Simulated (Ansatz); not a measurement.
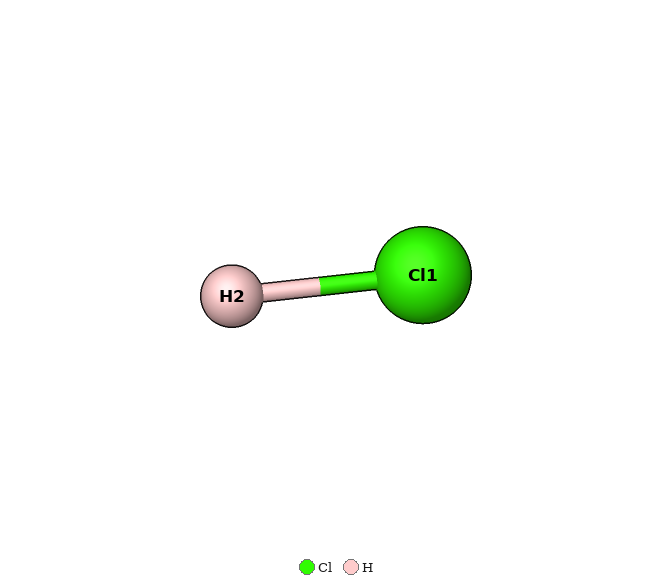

Sticks follow a distance rule. Harmonic vibrations computed with RKS PBE0-D4/def2-TZVP (Ansatz 0.2.0) at a stationary point of the same level.

How many imaginary frequencies does it have?

A minimum: no imaginary frequency, and the lowest mode lies at 2997 cm⁻¹.

List the wavenumbers.

1 modes: 2997 cm⁻¹.
